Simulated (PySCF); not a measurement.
**Frequency calculation, with input and output: BO2**

BO2, multiplicity 4, computed with UKS-based PBE0, B def2-TZVP, O def2-TZVP; non-relativistic Hamiltonian; density fitting (PySCF 2.14.0).

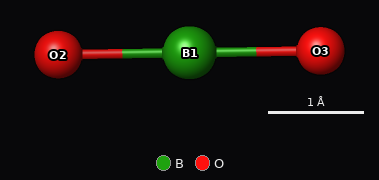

**Figure 1.** The structure as given in the input (ball-and-stick view, seen at a tilt; atoms are numbered from 1 in the order of the input).

Input file
```python
from pyscf import gto, scf, dft
mol = gto.M(atom='''
B      0.000000     0.000000    -0.000000
O     -0.000000     0.000000     1.382877
O      0.000000     0.000000    -1.382877''',
    basis={'B': 'def2-TZVP', 'O': 'def2-TZVP'},
    charge=0, spin=3)
mf = dft.UKS(mol, xc='PBE0')
mf.grids.atom_grid = (75, 302)
aux = {'B': 'def2-universal-JKFIT', 'O': 'def2-universal-JKFIT'}
mf = mf.density_fit(auxbasis=aux)
mf.conv_tol = 1e-09
mf.diis_space = 10
mf.max_cycle = 60
mf.verbose = 4
mf.kernel()
```

The script is an equivalent of the set-up of the self-consistent field. The run itself was carried out by a driver, which started from the orbitals of the step before it where there was one and computed the further properties.

Hardware: 4 threads of Intel Xeon @ 2.50GHz (Skylake/Cascade Lake), 16 GiB of memory available, shared host.

Run as:
```bash
OMP_NUM_THREADS=4 python axn.py task.json out
```

Output
```
init E= -174.906297984367
  alpha nocc = 12  HOMO = -0.13791137825352  LUMO = 0.0138516244265798
  beta  nocc = 9  HOMO = -0.431252869513444  LUMO = -0.262926195390074
cycle= 1 E= -174.906297984374  delta_E= -7.42e-12  |g|= 1.24e-06  |ddm|= 3.06e-06
  alpha nocc = 12  HOMO = -0.137911346051634  LUMO = 0.0138516564719241
  beta  nocc = 9  HOMO = -0.431252934750013  LUMO = -0.262926277983628
Extra cycle  E= -174.906297984382  delta_E= -7.82e-12  |g|= 1.36e-06  |ddm|= 3.06e-06
converged SCF energy = -174.906297984382  <S^2> = 3.7611122  2S+1 = 4.0055522
```

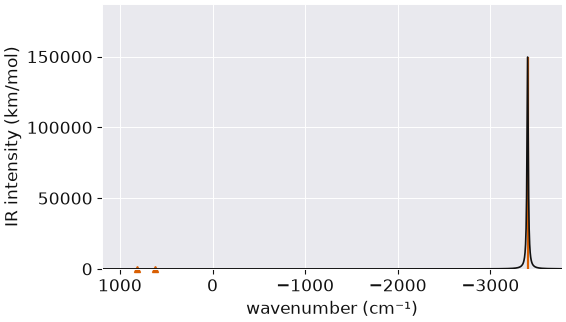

**Figure 2.** Harmonic infrared spectrum, unscaled: sticks (degenerate modes added up, dark ones marked on the axis) with a Lorentzian envelope of 16 cm⁻¹ full width, scaled to the tallest stick; imaginary modes are drawn at negative wavenumbers. 4 modes from 3403i to 819 cm⁻¹, 2 imaginary beyond 8i (3403i, 3403i cm⁻¹): not a minimum. The strongest line is at 3403i cm⁻¹ (149679 km/mol). All modes, in cm⁻¹ (km/mol): 3403i (74839), 3403i (74839), 618 (0.0), 819 (4.1).

Summary

```json
{"quantity": "outcome", "value": "converged"}
{"quantity": "total energy", "value": "−174.906298 hartree"}
{"quantity": "⟨S²⟩", "value": "3.761"}
{"quantity": "zero-point energy", "value": "0.003274 hartree"}
{"quantity": "dipole moment", "value": "0.00 D"}
{"quantity": "wavenumbers, lowest and highest", "value": "3403i and 819 cm⁻¹"}
{"quantity": "wall time", "value": "19 s (CPU time 74 s)"}
{"quantity": "peak memory", "value": "0.87 GiB"}
```

Notes

Checks after the run noted: the SCF density has lower symmetry than the nuclear frame.
